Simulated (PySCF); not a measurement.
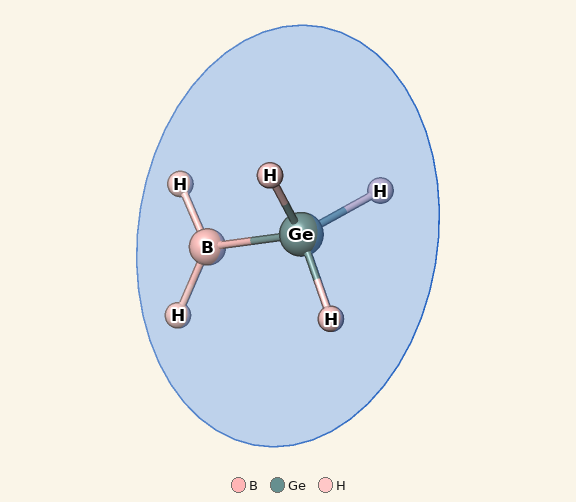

All proper rotation axes (lines) and mirror planes (discs) of the structure are drawn in. Depth is shown by fading: the farther an atom, the more it takes the colour of the background. Computed geometry: PBE0-D3(BJ)/def2-SVP optimisation. No frequency run is at hand to confirm it as a minimum.

### Name the symmetry elements and the point group.

It has 1 mirror plane. Point group Cs. The group has 2 operations. The geometry is achiral, and symmetry allows a dipole moment.
